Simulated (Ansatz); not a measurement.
Method: PBE (plane waves to 420 eV, PAW; Ansatz, a program for electronic structure).

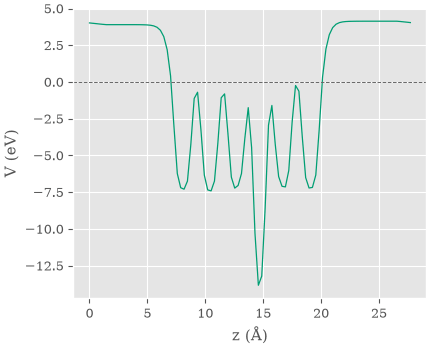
Fig. 1. Electrostatic potential energy of an electron, averaged over planes parallel to the surface, in eV from the Fermi level, for a constructed model of the (111) surface of fcc Al, a layer of Mn in place of the third plane (bottom of the slab: a bare face, its two planes held)

Set-up: 6 atoms, 11.9 Å thick at the start with caps and adatoms (thin: gaps and levels are the slab's own); mesh 15x15x1; 0.1 eV smearing; dipole correction on; 2 atoms held, the rest relaxed; held to the start's symmetry, so lower structures may exist; spin-polarised, ending with about 2.3 μB a cell; orders that need a larger cell were not tried, no spin-orbit, no U. In PBE it is, or lies within 0.01 eV a 1x1 cell of, the lowest of the 2 structures of its composition computed so far; subsurface sites and larger cells were not tried.

The vacuum level lies 4.14 eV above the Fermi level over the top face and 3.90 eV above it under the bottom face.
